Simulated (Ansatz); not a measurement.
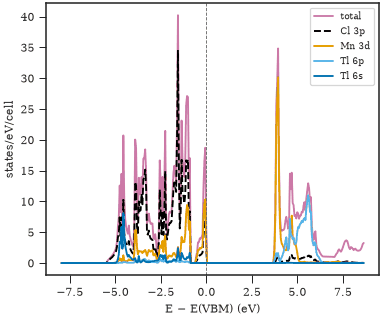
Total and projected density of states of MnTlCl3 (cubic perovskite, space group No. 221), plane-wave PAW r²SCAN (Ansatz code)

Which orbitals carry the states next to the gap?

Top 1 eV of the valence band: Mn 3d 53 %, Cl 3p 41 %. Bottom 1 eV of the conduction band: Mn 3d 68 %, Tl 6p 19 %. Projections are on Löwdin-orthogonalised atomic valence shells; empty p or d shells of many metals are not among them.

Where is the tallest occupied peak in this window, and what makes it?

Near -1.6 eV, about 40 states/eV per cell; the largest projected share is Cl 3p.

Space group Pm-3m (cubic perovskite). The first step of the workflow began from a Materials Project structure, measured or hypothetical; the Crystallography Open Database copy checked does not list it. Whether it is the stable phase at ambient conditions was not checked. Symmetry was held in the r²SCAN relaxation, as lowered by the spin order; whether a distortion lowers the energy is not shown. Spin order of the final state: antiferromagnetic, chosen from 4 collinear starts compared on coarse meshes (ties went to the first, and starts can fall back to one state), not a proven ground state. Other orbital occupations within this spin state were not tried. No Hubbard U is applied. Scalar-relativistic: spin–orbit coupling is off unless named, which matters more the heavier the elements.

Potentials: the later of the program's two PAW sets.
